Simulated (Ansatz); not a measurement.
Consider HfNb$_{3}$O$_{3}$.

Input

```
crystal:
  lattice:
    - [3.397349211, -3.3932556436, 0.0069747761]
    - [3.397349211, 3.3932556436, 0.0069747761]
    - [-3.3625119559, 0.0, 4.4998147688]
  atoms:
    - { symbol: Hf, position: [0.1206583987, 0.1206583987, 0.0373269506] }
    - { symbol: Nb, position: [0.4606789619, 0.4606789619, 0.8885796479] }
    - { symbol: Nb, position: [0.8100941964, 0.2333654648, 0.4672371641] }
    - { symbol: Nb, position: [0.2333654648, 0.8100941964, 0.4672371641] }
    - { symbol: O, position: [0.678830993, 0.0910150107, 0.7163282906] }
    - { symbol: O, position: [0.0910150107, 0.678830993, 0.7163282906] }
    - { symbol: O, position: [0.8591089546, 0.8591089546, 0.1348544225] }
basis:
  ecutwfc: 420
kpoints:
  mp_grid: { grid: [8, 8, 8] }
  band_path:
    path:
      - [[0.0, 0.0, 0.0], [0.0, 0.0, -0.5], [-0.35769318, 0.35769318, -0.5]]
      - [[0.35769318, 0.64230682, -0.5], [0.5, 0.5, -0.5], [0.0, 0.0, 0.0], [-0.5, 0.5, 0.0]]
      - [[0.0, 0.5, -0.5], [0.0, 0.0, 0.0], [0.0, 0.5, 0.0]]
    npoints: 10
hamiltonian:
  xc: pbe
scf:
  occupations: { method: gaussian, width: 0.1 }
output:
  forces: true
  stress: true
  eigenvalues: true
  populations: true
  dos: { projected: true, de: 0.02 }
  bader: false
  write_density: true
  write_potential: true
  elf: true
  volumetric_format: npy
magnetization:
  noncollinear: true
  spin_orbit: true
```

Command:

```sh
ansatz run input.yaml --threads 1 --pin off --max-ram 2560MiB --backend cpu --events-out ev --progress --plain --runs-dir out
```

Below, planes, directions and counts refer to the conventional cell (a = 6.79 Å, b = 6.79 Å, c = 5.62 Å, α = 90.00°, β = 126.65°, γ = 90.00°).

Space group Cm; a structure from a database of computed crystals, not necessarily the ambient phase; a generated structure, not necessarily the stable one.

Theory: DFT PBE, spin-orbit coupling, plane waves, PAW (Ansatz).

### Predict the valence pseudo-density and electron localisation function between the atoms.

Hf–Nb (2.89 Å): ρ at the midpoint is about 0.3 e/Å³; the ELF is about 0.30 at the midpoint.
Hf–O (2.15 Å): ρ at the midpoint is about 0.64 e/Å³; the ELF peaks at about 0.85 in the valence shell of O, 0.6 Å from its nucleus, and drops to about 0.15 between the two atoms (no shared electron pair shows on this line).

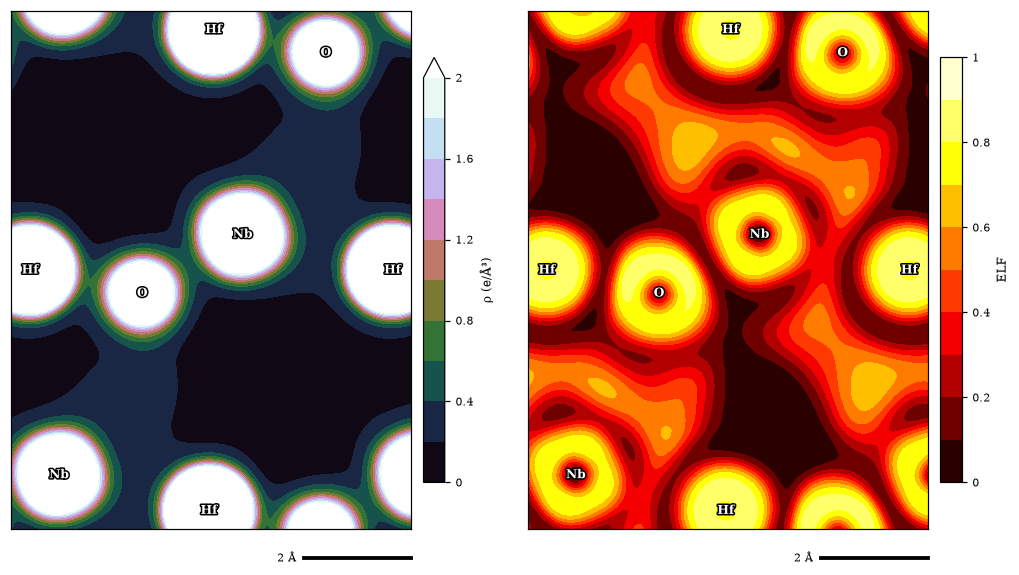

Computed valence pseudo-density and electron localisation function on the (010) plane of the conventional cell, in this order. 

Core electrons are frozen (PAW), and the valence fields are smoothed inside the atomic spheres.
